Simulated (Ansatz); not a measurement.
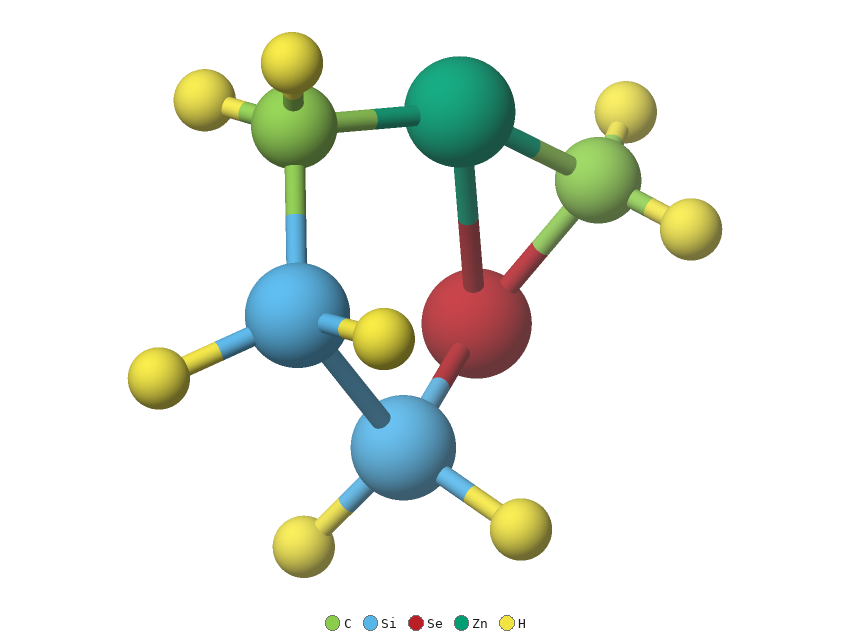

A ball-and-stick model of a molecule. Every bond is drawn as one stick, whatever its order.

The computed structure is the end point of a PBE0-D4/def2-TZVP optimisation.

> Which formula does it have?

C2H8SeSi2Zn, 14 atoms: 2 carbon, 8 hydrogen, 1 selenium, 2 silicon and 1 zinc.

> Which point group does it belong to?

C1.

> How many bonds of each kind are drawn?

4 C–H, 4 Si–H, 2 C–Zn, 1 C–Si, 1 Si–Si, 1 C–Se, 1 Se–Si, 1 Se–Zn. Sticks follow a distance rule.

The parts below concern this one geometry. Atoms keep their numbers from picture to picture.

## Vibrations

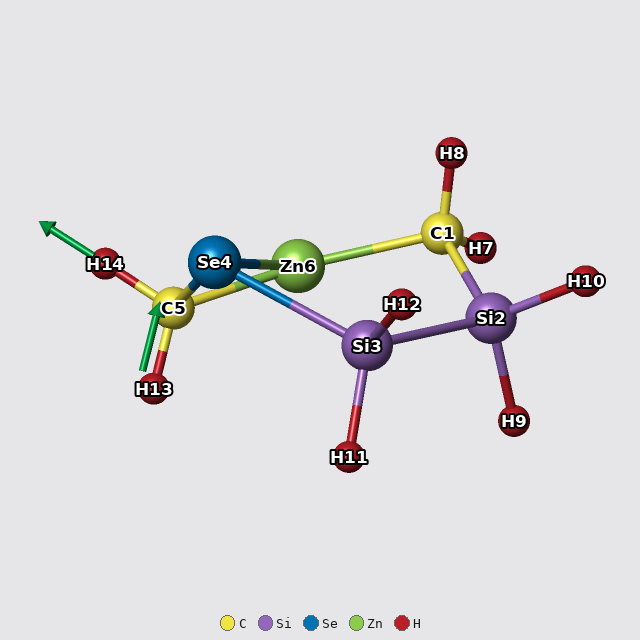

The arrows show one normal mode. Harmonic vibrations computed with RKS PBE0-D4/def2-TZVP (Ansatz 0.2.0) at a stationary point of the same level.

> Describe the motion.

Mostly out-of-phase stretching of 2 C–H bonds.

> At what wavenumber does it lie?

3176 cm⁻¹; it is mode 36 of 36 counted from the lowest.

## Levels of theory compared

Program: Ansatz 0.2.0.

At this fixed geometry, give HOMO energy (eV) at these levels: B97M-V/def2-TZVPP; BHLYP-D4/def2-TZVPP; BLYP-D4/def2-TZVPP; PBE0-D4/def2-QZVPP; PBE0-D4/def2-TZVPP; SPW92 (LDA)/def2-TZVPP; r2SCANh-D4/def2-TZVPP; revPBE-D4/def2-TZVPP; ωB97M-V/def2-QZVPP; ωB97M-V/def2-SVP; ωB97X-V/def2-TZVPP.

| level | HOMO energy (eV) |
| --- | --- |
| B97M-V/def2-TZVPP | −5.47 |
| BHLYP-D4/def2-TZVPP | −7.05 |
| BLYP-D4/def2-TZVPP | −5.00 |
| PBE0-D4/def2-QZVPP | −6.18 |
| PBE0-D4/def2-TZVPP | −6.16 |
| SPW92 (LDA)/def2-TZVPP | −5.30 |
| r2SCANh-D4/def2-TZVPP | −5.74 |
| revPBE-D4/def2-TZVPP | −5.11 |
| ωB97M-V/def2-QZVPP | −8.22 |
| ωB97M-V/def2-SVP | −8.10 |
| ωB97X-V/def2-TZVPP | −8.34 |

## Charges

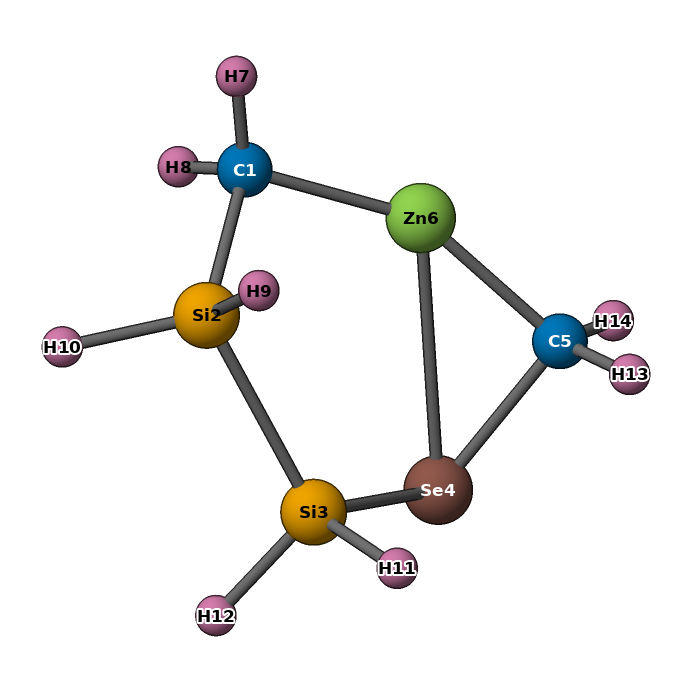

The questions are on Mulliken charges. Method: RKS PBE-D4/def2-TZVPP (Ansatz 0.2.0).

List the Mulliken charges.

```json
{"atom": "C1", "value (e)": "−0.28"}
{"atom": "Si2", "value (e)": "0.13"}
{"atom": "Si3", "value (e)": "0.10"}
{"atom": "Se4", "value (e)": "−0.09"}
{"atom": "C5", "value (e)": "−0.30"}
{"atom": "Zn6", "value (e)": "0.20"}
{"atom": "H7", "value (e)": "0.10"}
{"atom": "H8", "value (e)": "0.12"}
{"atom": "H9", "value (e)": "−0.05"}
{"atom": "H10", "value (e)": "−0.06"}
{"atom": "H11", "value (e)": "−0.05"}
{"atom": "H12", "value (e)": "−0.04"}
{"atom": "H13", "value (e)": "0.12"}
{"atom": "H14", "value (e)": "0.12"}
```

Mulliken values depend strongly on the basis set and can even reverse the polarity of a bond.
